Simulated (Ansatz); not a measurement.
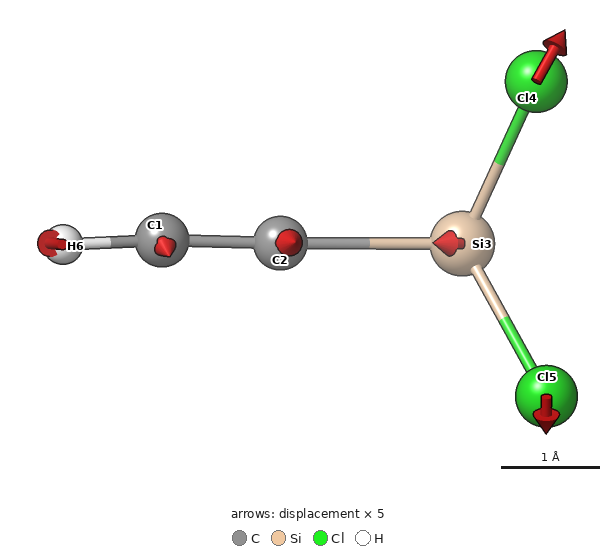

A relaxation of C2HCl2Si (multiplicity 2) (coarse preliminary run). The starting structure is drawn; red arrows show the displacements, 5 times their true length. The two geometries are superimposed by the best rigid fit.

Style: ball-and-stick. Shown face on.

The start comes from a force field.

The calculation used UKS PBE-D4/def2-SVP (Ansatz).

Input file:
```yaml
crystal:
  periodic: [false, false, false]
  atoms:
    - {symbol: C, position_ang: [1.374000, 0.441600, 1.133500]}
    - {symbol: C, position_ang: [0.614800, 0.043700, 0.255100]}
    - {symbol: Si, position_ang: [-0.522300, -0.632900, -1.101600]}
    - {symbol: Cl, position_ang: [-1.904000, -1.732200, -0.219400]}
    - {symbol: Cl, position_ang: [-1.466300, 0.918800, -2.006400]}
    - {symbol: H, position_ang: [1.945800, 0.897000, 1.892700]}
basis:
  gaussian: {orbitals: def2-SVP}
magnetization: {spin_polarized: true, initial_magnetization: 1}
hamiltonian: {xc: pbe, dispersion: d4}
relax: {f_tol: 0.03, max_steps: 200}
```

**What happened in the run?**

The energy falls by 0.234 eV in 5 geometry steps. The largest force component goes from 2.5 to 0.015 eV/Å. The atom that moves furthest after the best rigid fit is Cl4 (0.13 Å). By element the largest moves are Cl 0.13 Å, C 0.12 Å, H 0.12 Å, Si 0.08 Å. Some distances before and after: Si3–Cl4 1.974 → 2.079 Å, C2–Si3 1.895 → 1.819 Å, Si3–Cl5 2.029 → 2.079 Å, C1–H6 1.054 → 1.083 Å. Among the angles between lasting bonds that change: C2–C1–H6 172.4° → 178.9°, C1–C2–Si3 177.8° → 172.1°, Cl4–Si3–Cl5 107.4° → 110.3°. The run took roughly 26 core-seconds on a shared host.
